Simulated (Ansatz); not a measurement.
Bands of a (6,6) carbon nanotube, along its axis.

The numbers are results of PBE (plane waves to 420 eV, PAW; Ansatz, a quantum-chemistry and plane-wave program), not measurements. Mesh 1×1×30. No spin polarisation. Periodic along z alone, with about 11 Å of vacuum beside it. An idealised model, rolled from the flat sheet. Symmetry and one short period hold its shape; lower forms weren't sought.

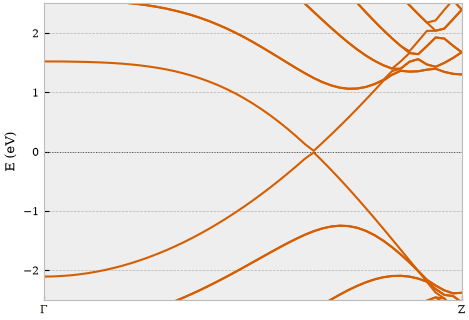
Fig. 1. Bands from the zone centre to the zone edge (period 2.47 Å); the dotted line marks the highest filled level

Question: Is it a metal or a semiconductor at this level? Give what the bands show.

Answer: A metal in PBE.
```
Property                                                                                                             Value
--------------------------------------------------------------------  ----------------------------------------------------
PBE gap                                                                                               none (under 0.01 eV)
crossings of the Fermi level between Γ and the zone edge (49 points)  2, each for both spins (ideal conductance 2 × 2e²/h)
```
The near touch at the dotted line is a crossing that falls between two sampled points.
